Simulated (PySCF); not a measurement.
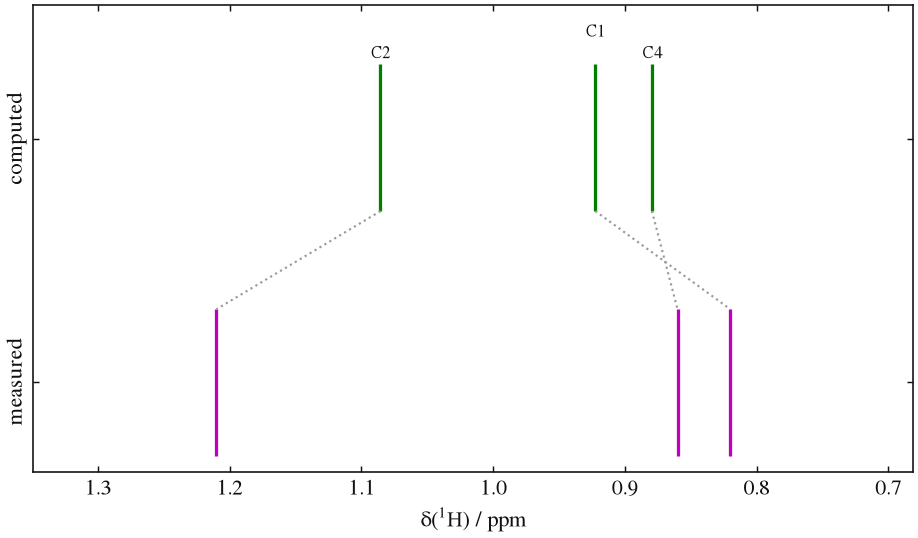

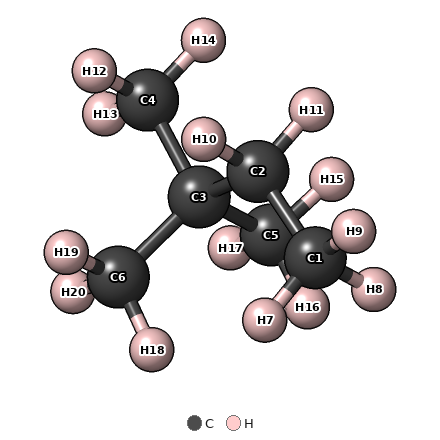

¹H shifts of C₆H₁₄, SMILES CCC(C)(C)C against TMS: GIAO PBE0/pcSseg-1 (PySCF 2.14.0) for one gas-phase conformer (PBE0-D3(BJ)/def2-SVP, like atoms averaged; labels name one atom bearing the H of each set) above, published measurements (solution) below; dotted lines join the same nuclei. Only nuclei with a measured value are shown, one named for each set of like atoms.

How well does the calculation match?

Answer. Mean error 0.00 ppm, mean absolute error 0.08 ppm; the largest is −0.12 ppm, for H on C2.

Give the values.

Answer.
```
nucleus  computed  measured
H on C2      1.09      1.21
H on C4      0.88      0.86
H on C1      0.92      0.82
```
